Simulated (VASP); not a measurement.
# A VASP study of MgS (Niningerite) (PBEsol): structure first, properties next, part 4 of 4

Wanted: the relaxed cell of MgS (Niningerite) and its properties. The start is a cell from a database of measured crystal structures.

VASP 6.6.1; PBEsol; plane waves and PAW (Mg, S).

So far, gap on the k-mesh (eV): step 2 (relaxing cell and atoms (PBEsol)) 2.95; step 3 (second relaxation) 2.73; step 6 (total and projected DOS (PBEsol)) 2.82. The relaxed cell has a = 5.178 Å (conventional setting).

**8. Optical spectrum (PBEsol) (continued)**

Table of real dielectric function, xx by photon energy:

| photon energy (eV) | real dielectric function, xx |
| --- | --- |
| 0.0 | 6.07 |
| 2.5 | 7.00 |
| 5.0 | 14.4 |
| 7.5 | 0.125 |
| 10.0 | -2.89 |
| 12.5 | -1.41 |
| 15.0 | -0.536 |
| 17.5 | -0.0267 |
| 20.0 | 0.146 |
| 22.5 | 0.318 |

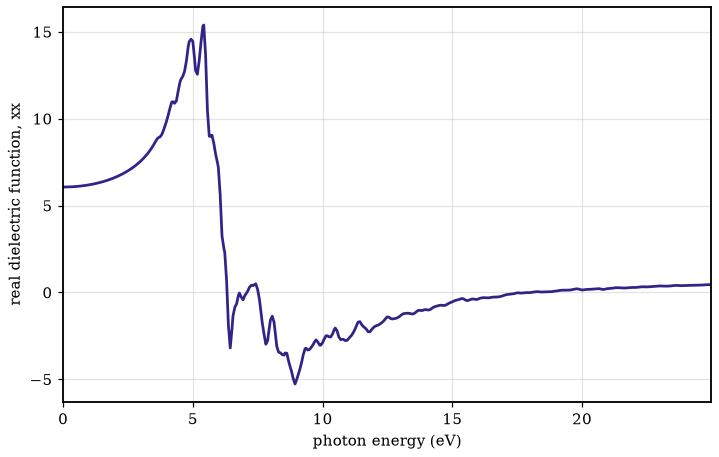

Real dielectric function, xx, plotted against photon energy.

Its static limit, 6.07, stands beside 5.48 from the response with local fields; local fields, the finite band count and the meshes make the difference. The mean of ε2 over directions passes 5 % of its top at 4.12 eV, against a least direct gap of 3.71 eV on this mesh, so the first direct transitions are weak, forbidden or few. The indirect gap (2.73 eV in the band run) doesn't show, since phonons are left out.

**9. A single point (PBEsol), changed input**

A single point gives energy, forces and stress at these settings. Some settings are moved from the usual, to see what they do.

INCAR reads:

```
SYSTEM = MgS
PREC = Accurate
ENCUT = 400
EDIFF = 1E-06
NELM = 100
ISMEAR = 1
SIGMA = 0.2
LREAL = .FALSE.
ALGO = Normal
GGA = PS
NBANDS = 10
LORBIT = 11
LWAVE = .FALSE.
LCHARG = .FALSE.
KPAR = 2
ISIF = 2
```

POSCAR reads:

```
MgS
1.0
    0.0000000000      2.5891624412      2.5891624412
    2.5891624412      0.0000000000      2.5891624412
    2.5891624412      2.5891624412      0.0000000000
Mg S
1 1
Direct
    0.0000000000      0.0000000000      0.0000000000
    0.5000000000      0.5000000000      0.5000000000
```

KPOINTS reads:

```
Automatic mesh
0
Gamma
8 8 8
0 0 0
```

The projector-augmented-wave data sets are Mg and S (PBE family, release 64).

The run is started by

```
$ mpirun -np 2 vasp_std
```

Output:

```text
[... set-up lines as in an earlier step ...]
 entering main loop
       N       E                     dE             d eps       ncg     rms          rms(c)
DAV:   1     0.136360367856E+02    0.13636E+02   -0.33009E+03   660   0.526E+02
DAV:   2    -0.861150303903E+01   -0.22248E+02   -0.20625E+02   748   0.916E+01
DAV:   3    -0.943467743894E+01   -0.82317E+00   -0.82233E+00   678   0.187E+01
DAV:   4    -0.943941844980E+01   -0.47410E-02   -0.47404E-02   746   0.173E+00
DAV:   5    -0.943944848895E+01   -0.30039E-04   -0.30039E-04   662   0.121E-01    0.416E+00
DAV:   6    -0.911726090491E+01    0.32219E+00   -0.70770E-01   624   0.353E+00    0.315E+00
DAV:   7    -0.907661735809E+01    0.40644E-01   -0.18941E-01   652   0.197E+00    0.194E+00
DAV:   8    -0.907408046609E+01    0.25369E-02   -0.99791E-03   650   0.617E-01    0.710E-01
DAV:   9    -0.907388800056E+01    0.19247E-03   -0.47567E-04   646   0.130E-01    0.300E-01
DAV:  10    -0.907388213182E+01    0.58687E-05   -0.15420E-04   646   0.589E-02    0.115E-02
DAV:  11    -0.907388243584E+01   -0.30402E-06   -0.25871E-06   636   0.973E-03
   1 F= -.90738824E+01 E0= -.90742970E+01  d E =0.124354E-02
```

Wall time 4.6 s (2 MPI ranks of Intel Xeon Platinum 8375C at 2.90GHz (Ice Lake), shared host); peak memory 0.25 GiB.

From OUTCAR (step 9):

```text
   NELECT =       8.0000    total number of electrons

 E-fermi :   3.8773

 k-point     1 :       0.0000    0.0000    0.0000
  band No.  band energies     occupation
      1      -8.9612      2.00000
      2       3.8062      1.56194
      3       3.8062      1.56194
      4       3.8062      1.56194
      5       7.5126     -0.00000
      6      11.6505      0.00000
      7      11.6505      0.00000
      8      11.6505      0.00000
      9      14.1332      0.00000
    ...

  Total       -0.0071127     -0.0071127     -0.0071127      0.0000000     -0.0000000     -0.0000000
  in kB       -0.3282747     -0.3282747     -0.3282747      0.0000000     -0.0000000     -0.0000000
  external PRESSURE =      -0.3282747 kB  Pullay stress =       0.0000000 kB

 POSITION                                       TOTAL-FORCE (eV/Angst)
 -----------------------------------------------------------------------------------
      0.00000      0.00000      0.00000        -0.000000      0.000000     -0.000000
      2.58916      2.58916      2.58916         0.000000     -0.000000      0.000000
 -----------------------------------------------------------------------------------
    total drift:                               -0.000000     -0.000000      0.000000

  FREE ENERGIE OF THE ION-ELECTRON SYSTEM (eV)
  ---------------------------------------------------
  free  energy   TOTEN  =        -9.0738824358 eV

  energy  without entropy=       -9.0751259791  energy(sigma->0) =       -9.07429695

[... 9 parts as in an earlier step ...]

[... 8 further parts left out ...]
```

Methfessel-Paxton smearing is not meant for a cell with a gap.

Numbers from this step:

| Property | Result |
| --- | --- |
| SCF cycles | 11 |
| bands | 10 |
| irreducible k-points | 29 |
| free energy (TOTEN) | -9.074 eV |
| energy at zero smearing | -9.074 eV |
| Fermi energy | 3.877 eV |
| pressure | -0.03283 GPa |
| conduction bottom at k | 0.5, 0.5, 0 |
| gap on the k-mesh | 2.734 eV |
| least direct gap on the k-mesh | 3.706 eV |

Against the sound run “Single point with fields (PBEsol)”, the energy at zero smearing moves by +0.1 meV an atom, the pressure by -0.01 GPa and the gap by +0.00 eV.

**10. Outcome**

| Item | Value |
| --- | --- |
| relaxed volume | 17.36 Å³/atom |
| relaxed conventional cell a, b, c | 5.178, 5.178, 5.178 Å |
| space group after relaxing, within 0.02 Å | Fm-3m (No. 225) |
| band gap | 2.73 eV, indirect (least direct gap of that run 3.71 eV) |
| gap among the points of the DOS mesh alone, an upper bound | 2.82 eV |
| electronic dielectric constant, mean | 5.48 |
| strongest peak of ε2, mean over directions | 6.05 eV |
| ε1 at zero frequency, no local fields, mean | 6.07 |

With PBEsol, MgS (Niningerite) relaxes to 17.36 Å³/atom in space group Fm-3m (held by the symmetry of the run) and has an indirect gap of 2.73 eV. Against the listed cell the volume lies -1.4 %. Bands along the symmetry lines (PBEsol): On this path the gap is indirect, 2.73 eV, with the valence top at Γ and the conduction bottom at X. The least direct gap is 3.71 eV. Dielectric tensor and Born charges (PBEsol): The electronic dielectric tensor with local fields is isotropic, 5.48. Dielectric tensor and Born charges (PBEsol): Mean Born effective charge: Mg1 2.30, S2 -2.30 e. Semilocal functionals usually underestimate gaps. No search among competing phases was made, and a listed structure need not be the one stable at ambient conditions. All values are for a static lattice at zero temperature.

[Lines on the potential files, build, host, timing and source positions are cut from VASP's logs without a mark.]

[Logs are printed without paths, hosts, clocks, repeated set-up lines and the standing remarks that a program may print on its own settings, such as how far it seeks lower states.]

[Hosts, paths, dates, database ids (printed as entryN), source tags and the programs' standing remarks are cut or masked in the printed files.]

[A measured line is paired with the nearest computed mode of its activity, which favours agreement.]
